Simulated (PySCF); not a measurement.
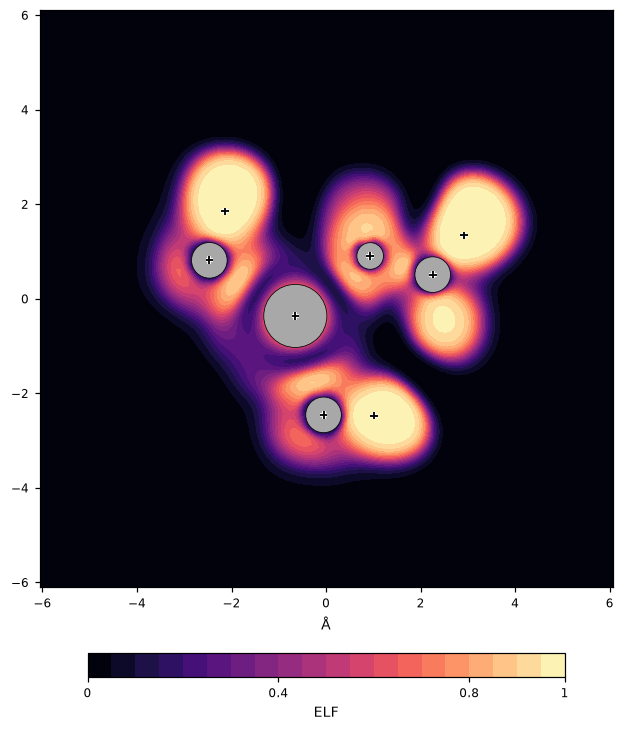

The electron localisation function on a plane through atoms (crosses mark nuclei in the plane; grey discs cover the cores).

The calculation used CAM-B3LYP/def2-SVPD, SCF density, gas phase, scalar-relativistic core potentials on the heavy atoms (PySCF 2.14.0).

Candidates:
A. C5H9NOSi (SMILES C=C([SiH3])/C=N\C(C)=O)
B. C6H15InO (SMILES CC[O][In]([CH2]C)[CH2]C)
C. C7H8FNSi (SMILES Fc1cccc(/C=N\[SiH3])c1)

Which candidate gave the map?

Answer. Candidate B: C6H15InO on the plane of atoms C2, In1 and C9, which holds In, C, H and O. C–O (1.39 Å): the ELF peaks at about 0.90 between the atoms: a shared but strongly polarised pair. In–O (2.03 Å): the ELF peaks at about 0.85 in the valence shell of O, 0.6 Å from its nucleus, and drops to about 0.10 between the two atoms.
